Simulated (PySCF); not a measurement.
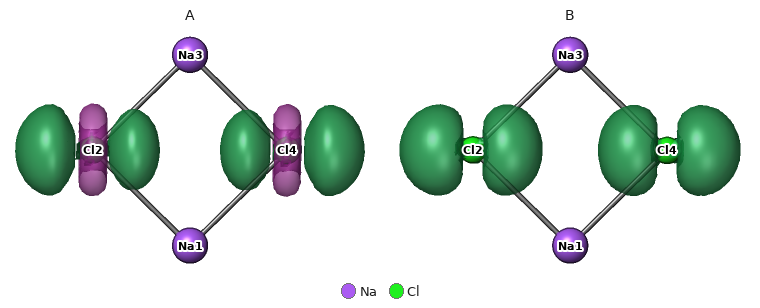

Figure. (NaCl)2 ring (Cl2Na2). The Fukui function f⁻ from two separate SCF calculations and the density of the HOMO, at ±0.04 e/Å³ (green positive, purple negative).

PySCF calculation, PBE0/def2-SVPD, gas phase; geometry: GFN2-xTB. This is a single-reference result, which may miss multireference character in this system. No frequency check shows the geometry to be a minimum. GFN2-xTB bond lengths at metals and heavier atoms can be off by up to 0.1 Å and shapes distorted, which carries into these values.

Which panel is which, and how good is the frozen-orbital picture?

Answer. A is f⁻ (it has negative regions), B the HOMO density. The HOMO lies on Cl2 and Cl4 (48 % each); f⁻ (Hirshfeld-condensed) is largest on Cl2 and Cl4 (0.40 each); the vertical ionisation energy is 9.17 eV. Relaxation shifts 16 % of the electron between atoms. The orbital energy is −6.96 eV.

Run time: 95 s on 1 thread of Arm Neoverse V1, with other jobs on the host, peak memory 0.49 GiB.
